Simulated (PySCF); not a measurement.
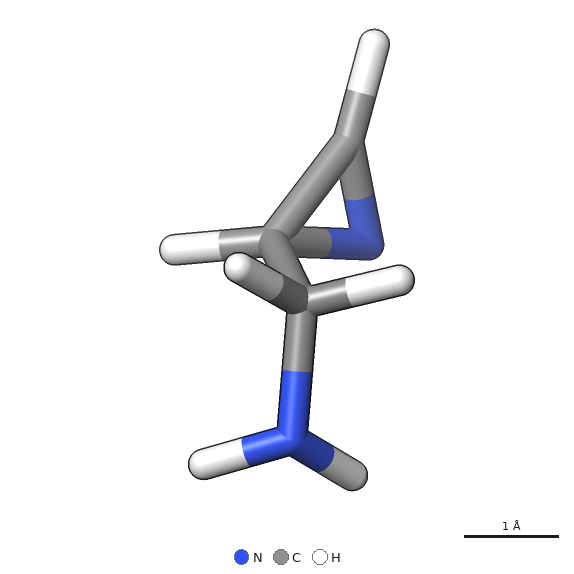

Stick drawing of a structure.

Computed geometry: GFN2-xTB optimisation. No frequency run is at hand to confirm it as a minimum.

**Which formula does it have?**

C₃H₆N₂, 11 atoms: 3 carbon, 6 hydrogen and 2 nitrogen.

**What is its SMILES?**

NC[C@H]1C=N1

**How many bonds of each kind are drawn?**

4 C–H, 3 C–N, 2 C–C, 2 N–H.

The parts below concern this one geometry. Atoms keep their numbers from picture to picture.

### Shape

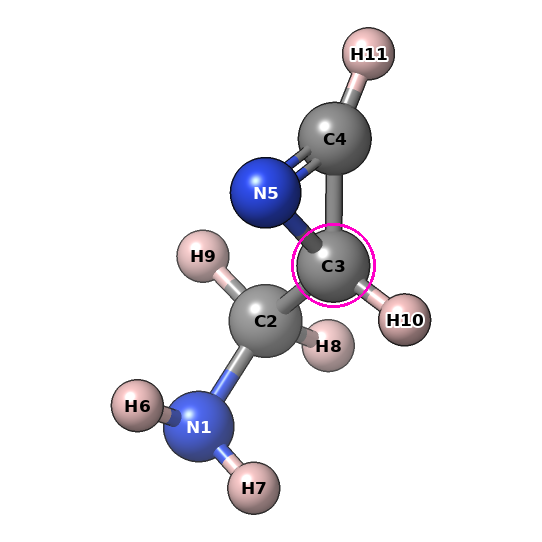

Atoms fade into the background with distance from the viewer. Circles mark the stereogenic atoms. No frequency run is at hand to confirm it as a minimum.

**Assign CIP descriptors.**

C3: S (priorities N5 > C4 > C2 > H10).

### Quadrupole coupling

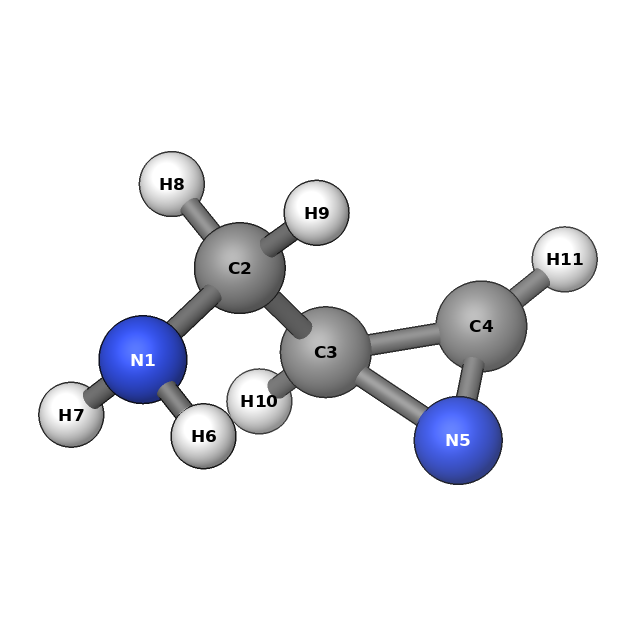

No frequency run is at hand to confirm it as a minimum. Electric field gradients from the ground-state density, PBE0/pcSseg-1 (PySCF 2.14.0), non-relativistic apart from any core potentials.

Give the largest field-gradient component, the quadrupole coupling constant and the asymmetry for 14N at N1 (Q = 20.44 mb), 14N at N5 (Q = 20.44 mb), 2H at H6 (Q = 2.86 mb), 2H at H7 (Q = 2.86 mb), 2H at H8 (Q = 2.86 mb), 2H at H9 (Q = 2.86 mb).

```json
{"atom": "N1", "V_zz (a.u.)": "−1.147", "e²qQ/h (MHz)": "−5.51", "η": "0.14"}
{"atom": "N5", "V_zz (a.u.)": "−0.722", "e²qQ/h (MHz)": "−3.47", "η": "0.65"}
{"atom": "H6", "V_zz (a.u.)": "0.394", "e²qQ/h (MHz)": "0.265", "η": "0.17"}
{"atom": "H7", "V_zz (a.u.)": "0.398", "e²qQ/h (MHz)": "0.267", "η": "0.17"}
{"atom": "H8", "V_zz (a.u.)": "0.296", "e²qQ/h (MHz)": "0.199", "η": "0.03"}
{"atom": "H9", "V_zz (a.u.)": "0.295", "e²qQ/h (MHz)": "0.198", "η": "0.04"}
```

### NMR shielding

The questions are on isotropic NMR shieldings of the N atoms. No frequency run is at hand to confirm it as a minimum. Properties computed with GIAO PBE0/pcSseg-1 NMR shielding, non-relativistic, gas phase (PySCF 2.14.0).

List the isotropic NMR shieldings of the N atoms.

```
atom  σ (ppm)
  N1    235.0
  N5    −91.6
```

### Polarisability

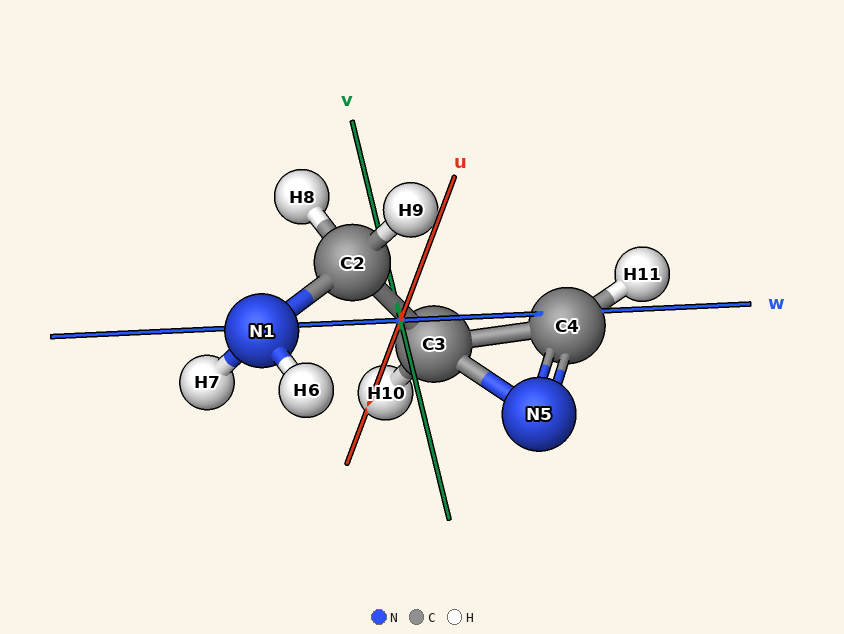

The lines u, v and w are the principal axes of the static dipole polarisability. No frequency run is at hand to confirm it as a minimum. Method: PBE0/def2-SVPD (PySCF 2.14.0).

**Along which axis is the molecule most polarisable, and along which least?**

Most along w (close to the long direction N1···C4), least along u.

**Give the three principal values.**

u 41.8, v 45.9, w 58.5 bohr³; mean 48.7, anisotropy 15.0 bohr³.
